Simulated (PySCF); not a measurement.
# C2HF5S: geometry, core binding energies

Aim: predict the core binding energies of C2HF5S (`C#C[S@OH18](F)(F)(F)(F)F`).

Computed with PySCF 2.14.0, with density-fitted response routines of our own, on a single molecule in the gas phase. Atoms are numbered from 0 throughout.

### Step 1. The starting structure

9 atoms, charge 0, multiplicity 1; geometry from: GFN2-xTB.

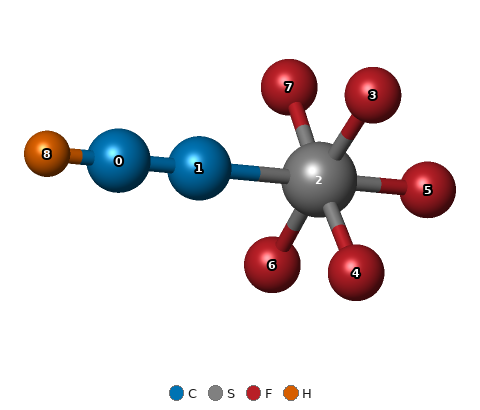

As it starts; carbon blue, sulfur grey, fluorine red, hydrogen orange, atoms numbered; sticks join atoms by distance.

### Step 2. Optimising the geometry at PBE0-D3(BJ)/def2-SVP

Job settings and geometry (Å):

```
{"job": {"xc": "PBE0", "basis": "def2-SVP", "d3": "d3bj", "grid": 2, "kind": "geom"}, "charge": 0, "multiplicity": 1}
C      2.334460    -1.399200    -0.630710
C      1.335300    -0.800750    -0.361590
S     -0.147110     0.088170     0.039770
F      0.446140     0.517550     1.505820
F      0.448110     1.472280    -0.604990
F     -1.485510     0.891000     0.402470
F     -0.824660    -0.290770    -1.403500
F     -0.826250    -1.245730     0.707020
H      3.215780    -1.928330    -0.868330
```

The program printed:

```text
step   0  E = -972.73157103  max force = 0.039245
step   1  E = -972.73663571  max force = 0.011438
step   2  E = -972.71472557  max force = 0.063579
step   3  E = -972.73479750  max force = 0.022369
step   4  E = -972.73760389  max force = 0.010691
step   5  E = -972.73757986  max force = 0.006715
step   6  E = -972.73795752  max force = 0.003079
step   7  E = -972.73794514  max force = 0.004321
step   8  E = -972.73799992  max force = 0.000697
step   9  E = -972.73796434  max force = 0.001617
step  10  E = -972.73800223  max force = 0.000829
step  11  E = -972.73800986  max force = 0.000093
optimisation converged
```

Wall time 3 min (4 threads of Intel Xeon at 2.50GHz (Skylake/Cascade Lake), shared host).

Relaxation path: (the energy doesn't fall at every step)

| step | energy from step 0 (eV) | largest force component (eV/Å) |
| --- | --- | --- |
| 0 | 0.0000 | 2.0181 |
| 1 | -0.1378 | 0.5882 |
| 2 | 0.4584 | 3.2694 |
| 3 | -0.0878 | 1.1503 |
| 4 | -0.1642 | 0.5498 |
| 5 | -0.1635 | 0.3453 |
| 6 | -0.1738 | 0.1583 |
| 7 | -0.1734 | 0.2222 |
| 8 | -0.1749 | 0.0358 |
| 9 | -0.1740 | 0.0831 |
| 10 | -0.1750 | 0.0426 |
| 11 | -0.1752 | 0.0048 |

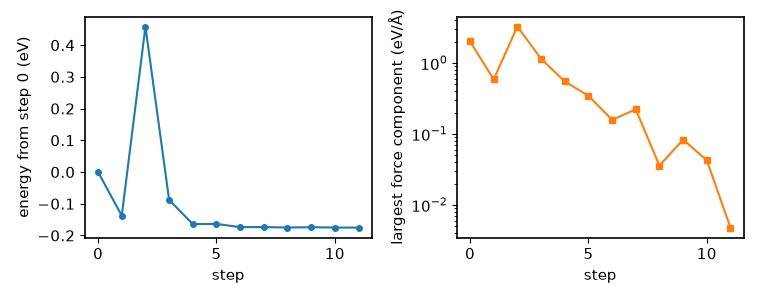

Energy and largest force along the relaxation.

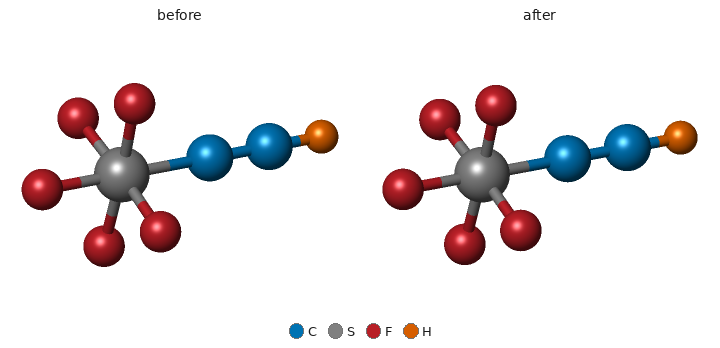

The geometry before (left) and after (right).

Close pairs (by a distance rule), those that changed most:

| bond | before (Å) | after (Å) | change (Å) |
| --- | --- | --- | --- |
| S2–F4 | 1.639 | 1.597 | -0.042 |
| C1–S2 | 1.774 | 1.733 | -0.042 |
| S2–F7 | 1.639 | 1.597 | -0.042 |
| S2–F3 | 1.639 | 1.597 | -0.042 |
| S2–F6 | 1.639 | 1.597 | -0.041 |
| C0–H8 | 1.055 | 1.076 | +0.021 |
| C0–C1 | 1.195 | 1.205 | +0.010 |
| S2–F5 | 1.602 | 1.596 | -0.006 |

The next job starts from the end point, and lists it.

| at the end point | value |
| --- | --- |
| point group (found at 0.08 Å tolerance) | C4v |
| rotational constants (GHz, main isotopes) | 2.608, 1.706, 1.705 |
| dipole moment (D) | 2.70 |

### Step 3. Core holes by ΔSCF: SCAN, X2C

Job settings and geometry (Å):

```
{"job": {"kind": "xps", "metal_2p": true}, "charge": 0, "multiplicity": 1}
C      2.305218    -1.382469    -0.637827
C      1.300062    -0.778310    -0.360098
S     -0.145165     0.087450     0.044159
F      0.455401     0.487984     1.468970
F      0.444622     1.432930    -0.581353
F     -1.476774     0.884843     0.418037
F     -0.799707    -0.280277    -1.365722
F     -0.790006    -1.225564     0.684912
H      3.202608    -1.922367    -0.885118
```

With the program's defaults for keys left out, this is: delta-SCF UKS SCAN, pcX-2 on the ionised atom (unc-x2c-TZVPall on a metal), pcseg-1 elsewhere, spin-free X2C.

The program printed:

```text
ground state, core basis on atom 0 (C), 152 functions
  cycle   1  E = -974.94145424  |g| = 1.18e+00
  cycle   2  E = -974.34226453  |g| = 2.22e+00
  cycle   3  E = -975.16727719  |g| = 3.32e-01
  cycle   4  E = -975.18932518  |g| = 1.69e-01
  cycle   5  E = -975.19621531  |g| = 4.41e-02
  cycle   6  E = -975.19667077  |g| = 9.76e-03
  cycle   7  E = -975.19668568  |g| = 4.57e-03
  cycle   8  E = -975.19669071  |g| = 1.43e-03
  cycle   9  E = -975.19669101  |g| = 2.62e-04
  E(ground) = -975.20431117 Eh
hole in C 1s of atom 0
  cycle   1  E = -963.89257952  |g| = 1.50e+00
  cycle   2  E = -962.45190622  |g| = 2.13e+00
  cycle   3  E = -964.29956578  |g| = 6.09e-01
  cycle   4  E = -964.43154459  |g| = 2.89e-01
  cycle   5  E = -964.45529858  |g| = 1.09e-01
  cycle   6  E = -964.46016707  |g| = 4.17e-02
  cycle   7  E = -964.46093956  |g| = 2.07e-02
  cycle   8  E = -964.46130625  |g| = 1.10e-02
  cycle   9  E = -964.46161498  |g| = 6.11e-03
  cycle  10  E = -964.46171328  |g| = 7.13e-03
  cycle  11  E = -964.46174418  |g| = 2.46e-03
  cycle  12  E = -964.46174786  |g| = 4.41e-04
  E(ion) = -964.46968284 Eh   <S^2> = 0.8630   hole on atom = 1.000   binding energy = 292.104 eV
ground state, core basis on atom 1 (C), 152 functions
  cycle   1  E = -975.19955767  |g| = 6.32e-02
  cycle   2  E = -975.19817581  |g| = 7.90e-02
  cycle   3  E = -975.19898185  |g| = 5.55e-02
  cycle   4  E = -975.19974599  |g| = 1.17e-02
  cycle   5  E = -975.19977548  |g| = 1.25e-03
  cycle   6  E = -975.19977184  |g| = 2.61e-04
  E(ground) = -975.20788636 Eh
hole in C 1s of atom 1
  cycle   1  E = -963.89012177  |g| = 1.52e+00
  cycle   2  E = -962.73608564  |g| = 2.10e+00
  cycle   3  E = -964.10569519  |g| = 9.05e-01
  cycle   4  E = -964.40938373  |g| = 3.00e-01
  cycle   5  E = -964.45421788  |g| = 9.70e-02
  cycle   6  E = -964.45834432  |g| = 4.41e-02
  cycle   7  E = -964.45920275  |g| = 2.05e-02
  cycle   8  E = -964.45963781  |g| = 1.06e-02
  cycle   9  E = -964.45988944  |g| = 8.48e-03
  cycle  10  E = -964.45999934  |g| = 5.55e-03
  cycle  11  E = -964.46003308  |g| = 1.32e-03
  cycle  12  E = -964.46003308  |g| = 5.89e-04
  cycle  13  E = -964.46003487  |g| = 5.83e-04
  cycle  14  E = -964.46003543  |g| = 1.31e-04
  E(ion) = -964.46858107 Eh   <S^2> = 0.8620   hole on atom = 1.000   binding energy = 292.231 eV
ground state, core basis on atom 2 (S), 163 functions
  cycle   1  E = -975.41319679  |g| = 4.19e-01
  cycle   2  E = -975.40914344  |g| = 1.74e-01
  cycle   3  E = -975.39532871  |g| = 2.95e-01
  cycle   4  E = -975.41355305  |g| = 7.03e-02
  cycle   5  E = -975.41474270  |g| = 1.15e-02
  cycle   6  E = -975.41476633  |g| = 2.26e-03
  cycle   7  E = -975.41476564  |g| = 6.10e-04
  cycle   8  E = -975.41476624  |g| = 5.13e-04
  cycle   9  E = -975.41476799  |g| = 1.42e-04
  E(ground) = -975.39866120 Eh
hole in S 1s of atom 2
  cycle   1  E = -882.79778733  |g| = 5.08e+00
  cycle   2  E = -879.41533415  |g| = 3.60e+00
  cycle   3  E = -862.32031182  |g| = 4.89e+00
  cycle   4  E = -882.94302254  |g| = 1.65e+00
  cycle   5  E = -883.69401947  |g| = 9.09e-01
  cycle   6  E = -883.94529288  |g| = 2.56e-01
  cycle   7  E = -883.94076312  |g| = 2.74e-01
  cycle   8  E = -883.97378057  |g| = 7.47e-02
  cycle   9  E = -883.97544755  |g| = 3.98e-02
  cycle  10  E = -883.97616880  |g| = 3.09e-03
  cycle  11  E = -883.97616982  |g| = 1.92e-03
  cycle  12  E = -883.97617320  |g| = 1.42e-03
  cycle  13  E = -883.97617318  |g| = 2.18e-04
  E(ion) = -883.96086389 Eh   <S^2> = 0.7519   hole on atom = 1.000   binding energy = 2488.149 eV
hole in S 2p of atom 2
  cycle   1  E = -968.39708668  |g| = 1.57e+00
  cycle   2  E = -965.85024524  |g| = 2.65e+00
  cycle   3  E = -968.42831029  |g| = 8.56e-01
  cycle   4  E = -968.74492985  |g| = 4.01e-01
  cycle   5  E = -968.75608929  |g| = 3.51e-01
  cycle   6  E = -968.81403245  |g| = 1.14e-01
  cycle   7  E = -968.81904617  |g| = 3.12e-02
  cycle   8  E = -968.81926326  |g| = 1.82e-02
  cycle   9  E = -968.81938680  |g| = 4.16e-03
  cycle  10  E = -968.81939608  |g| = 1.28e-03
  cycle  11  E = -968.81939903  |g| = 7.94e-04
  cycle  12  E = -968.81939824  |g| = 7.00e-04
  cycle  13  E = -968.81939989  |g| = 4.41e-04
  E(ion) = -968.81797419 Eh   <S^2> = 0.7542   hole on atom = 1.002   binding energy = 179.070 eV
  2p3/2 = 178.749 eV   2p1/2 = 179.987 eV
ground state, core basis on atom 3 (F), 152 functions
  cycle   1  E = -975.23783741  |g| = 1.37e-01
  cycle   2  E = -975.23562729  |g| = 1.34e-01
  cycle   3  E = -975.23755802  |g| = 8.31e-02
  cycle   4  E = -975.23846882  |g| = 4.52e-02
  cycle   5  E = -975.23898394  |g| = 7.93e-03
  cycle   6  E = -975.23899548  |g| = 1.71e-03
  cycle   7  E = -975.23899724  |g| = 5.53e-04
  cycle   8  E = -975.23899516  |g| = 1.07e-04
  E(ground) = -975.24818910 Eh
hole in F 1s of atom 3
  cycle   1  E = -948.82421844  |g| = 2.59e+00
  cycle   2  E = -947.53403432  |g| = 2.48e+00
  cycle   3  E = -949.09615586  |g| = 1.10e+00
  cycle   4  E = -949.56310726  |g| = 5.81e-01
  cycle   5  E = -949.62004965  |g| = 4.50e-01
  cycle   6  E = -949.72694889  |g| = 8.05e-02
  cycle   7  E = -949.72884866  |g| = 4.45e-02
  cycle   8  E = -949.72953089  |g| = 7.63e-03
  cycle   9  E = -949.72955348  |g| = 2.74e-03
  cycle  10  E = -949.72955238  |g| = 2.37e-03
  cycle  11  E = -949.72955582  |g| = 5.52e-04
  cycle  12  E = -949.72955567  |g| = 3.81e-04
  E(ion) = -949.74588131 Eh   <S^2> = 0.7577   hole on atom = 1.000   binding energy = 693.953 eV
ground state, core basis on atom 4 (F), 152 functions
  cycle   1  E = -975.23622076  |g| = 1.61e-01
  cycle   2  E = -975.23020497  |g| = 2.25e-01
  cycle   3  E = -975.23779747  |g| = 5.41e-02
  cycle   4  E = -975.23800571  |g| = 3.44e-02
  cycle   5  E = -975.23829441  |g| = 5.70e-03
  cycle   6  E = -975.23830389  |g| = 1.67e-03
  cycle   7  E = -975.23830433  |g| = 2.46e-04
  E(ground) = -975.24850807 Eh
hole in F 1s of atom 4
  cycle   1  E = -948.82298435  |g| = 2.59e+00
  cycle   2  E = -947.81940846  |g| = 2.45e+00
  cycle   3  E = -949.19557344  |g| = 1.02e+00
  cycle   4  E = -949.53249819  |g| = 6.23e-01
  cycle   5  E = -949.64938467  |g| = 3.83e-01
  cycle   6  E = -949.72587811  |g| = 7.71e-02
  cycle   7  E = -949.72762455  |g| = 4.21e-02
  cycle   8  E = -949.72827722  |g| = 7.39e-03
  cycle   9  E = -949.72829758  |g| = 3.54e-03
  cycle  10  E = -949.72830194  |g| = 2.32e-03
  cycle  11  E = -949.72830398  |g| = 6.35e-04
  cycle  12  E = -949.72830577  |g| = 5.32e-04
  cycle  13  E = -949.72830524  |g| = 4.34e-04
  E(ion) = -949.74567154 Eh   <S^2> = 0.7578   hole on atom = 1.000   binding energy = 693.968 eV
ground state, core basis on atom 5 (F), 152 functions
  cycle   1  E = -975.23775366  |g| = 1.61e-01
  cycle   2  E = -975.23191197  |g| = 2.23e-01
  cycle   3  E = -975.23935733  |g| = 5.22e-02
  cycle   4  E = -975.23970751  |g| = 2.04e-02
  cycle   5  E = -975.23979322  |g| = 5.81e-03
  cycle   6  E = -975.23980003  |g| = 1.88e-03
  cycle   7  E = -975.23980204  |g| = 2.42e-04
  E(ground) = -975.24820355 Eh
hole in F 1s of atom 5
  cycle   1  E = -948.82745058  |g| = 2.58e+00
  cycle   2  E = -947.44648226  |g| = 2.48e+00
  cycle   3  E = -949.03465059  |g| = 1.13e+00
  cycle   4  E = -949.64162532  |g| = 4.34e-01
  cycle   5  E = -949.58093561  |g| = 5.15e-01
  cycle   6  E = -949.72145037  |g| = 9.44e-02
  cycle   7  E = -949.72500555  |g| = 3.41e-02
  cycle   8  E = -949.72535215  |g| = 1.06e-02
  cycle   9  E = -949.72539349  |g| = 2.32e-03
  cycle  10  E = -949.72539282  |g| = 2.60e-03
  cycle  11  E = -949.72539407  |g| = 4.69e-04
  E(ion) = -949.74157830 Eh   <S^2> = 0.7575   hole on atom = 1.000   binding energy = 694.071 eV
ground state, core basis on atom 6 (F), 152 functions
  cycle   1  E = -975.23723355  |g| = 1.61e-01
  cycle   2  E = -975.23103850  |g| = 2.27e-01
  cycle   3  E = -975.23872902  |g| = 5.72e-02
  cycle   4  E = -975.23885744  |g| = 4.27e-02
  cycle   5  E = -975.23932038  |g| = 6.84e-03
  cycle   6  E = -975.23932919  |g| = 1.52e-03
  cycle   7  E = -975.23933206  |g| = 1.78e-04
  E(ground) = -975.24823530 Eh
hole in F 1s of atom 6
  cycle   1  E = -948.82565909  |g| = 2.59e+00
  cycle   2  E = -947.67010248  |g| = 2.47e+00
  cycle   3  E = -949.14835575  |g| = 1.06e+00
  cycle   4  E = -949.54846266  |g| = 6.03e-01
  cycle   5  E = -949.63549558  |g| = 4.19e-01
  cycle   6  E = -949.72759736  |g| = 7.85e-02
  cycle   7  E = -949.72941473  |g| = 4.28e-02
  cycle   8  E = -949.73006669  |g| = 7.46e-03
  cycle   9  E = -949.73008617  |g| = 3.07e-03
  cycle  10  E = -949.73008928  |g| = 2.30e-03
  cycle  11  E = -949.73009069  |g| = 5.95e-04
  cycle  12  E = -949.73009359  |g| = 4.85e-04
  E(ion) = -949.74598937 Eh   <S^2> = 0.7577   hole on atom = 1.000   binding energy = 693.951 eV
ground state, core basis on atom 7 (F), 152 functions
  cycle   1  E = -975.23649308  |g| = 1.62e-01
  cycle   2  E = -975.23034705  |g| = 2.27e-01
  cycle   3  E = -975.23808988  |g| = 5.40e-02
  cycle   4  E = -975.23830023  |g| = 3.43e-02
  cycle   5  E = -975.23859166  |g| = 5.62e-03
  cycle   6  E = -975.23859868  |g| = 1.68e-03
  cycle   7  E = -975.23859839  |g| = 2.39e-04
  E(ground) = -975.24848980 Eh
hole in F 1s of atom 7
  cycle   1  E = -948.82365310  |g| = 2.59e+00
  cycle   2  E = -947.80383836  |g| = 2.45e+00
  cycle   3  E = -949.19347971  |g| = 1.02e+00
  cycle   4  E = -949.53340972  |g| = 6.22e-01
  cycle   5  E = -949.64882702  |g| = 3.85e-01
  cycle   6  E = -949.72633219  |g| = 7.65e-02
  cycle   7  E = -949.72806656  |g| = 4.16e-02
  cycle   8  E = -949.72870065  |g| = 7.29e-03
  cycle   9  E = -949.72871983  |g| = 3.45e-03
  cycle  10  E = -949.72872253  |g| = 2.34e-03
  cycle  11  E = -949.72872812  |g| = 6.37e-04
  cycle  12  E = -949.72872805  |g| = 5.54e-04
  cycle  13  E = -949.72872946  |g| = 3.77e-04
  E(ion) = -949.74564759 Eh   <S^2> = 0.7577   hole on atom = 1.000   binding energy = 693.968 eV
```

Run time: 2.2 min. Hardware: 4 threads of Intel Xeon at 2.50GHz (Skylake/Cascade Lake), shared host.

The holes in one table. −ε is the ground-state orbital energy:

| hole | stands for | environment | ΔSCF (eV; 2p as the shell's mean) | −ε (eV) | ⟨S²⟩ |
| --- | --- | --- | --- | --- | --- |
| C1s on C0 | C0 | terminal alkyne carbon | 292.10 (doubtful) | 275.2 | 0.863 |
| C1s on C1 | C1 | alkyne carbon | 292.23 (doubtful) | 275.4 | 0.862 |
| S1s on S2 | S2 | sulfur bonded to C, 5 F | 2488.15 | 2425.3 | 0.752 |
| S2p on S2 | S2 | sulfur bonded to C, 5 F | 179.16 | 167.2 | 0.754 |
| F1s on F3 | F3 | fluorine bonded to S | 693.95 | 668.4 | 0.758 |
| F1s on F4 | F4 | fluorine bonded to S | 693.97 | 668.4 | 0.758 |
| F1s on F5 | F5 | fluorine bonded to S | 694.07 | 668.3 | 0.758 |
| F1s on F6 | F6 | fluorine bonded to S | 693.95 | 668.4 | 0.758 |
| F1s on F7 | F7 | fluorine bonded to S | 693.97 | 668.4 | 0.758 |

Doubtful: the ion did not converge, its hole moved, or its ⟨S²⟩ is well above 0.75.

With the spin-orbit splitting: S2 2p3/2 178.75, 2p1/2 179.99 eV. The table gives each 2p level as the mean over the whole 2p shell (two parts 2p3/2, one part 2p1/2), which differs a little from the single hole in the log.

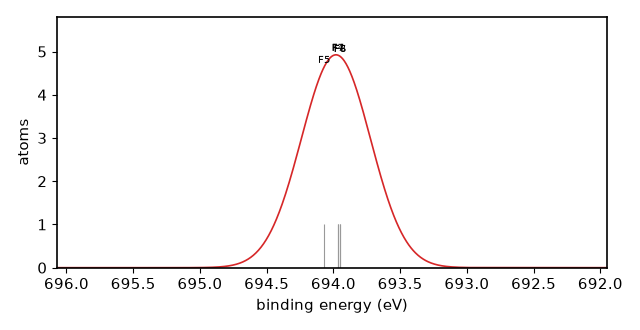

The F1s photoelectron lines, weighted by the number of atoms. Lines are broadened to a width of 0.60 eV (Gaussian).

### Step 4. What came out

| quantity | value |
| --- | --- |
| point group | C4v |
| rotational constants (main isotopes) | 2.61, 1.71, 1.71 GHz |
| F1s binding energies, SCAN/pcX-2 | F5 694.07, F7 693.97, F4 693.97, F3 693.95, F6 693.95 eV |
| S1s binding energies, SCAN/pcX-2 | S2 2488.15 eV |
| S2p binding energies, SCAN/pcX-2 | S2 179.16 eV |

What this shows: The optimisation took 11 steps and gained 0.175 eV; among the close pairs (by a distance rule), S2–F4 changed most, from 1.639 to 1.597 Å. At SCAN/pcX-2: F5 (fluorine bonded to S) binds its F1s electron 0.12 eV more tightly than F6 (fluorine bonded to S).
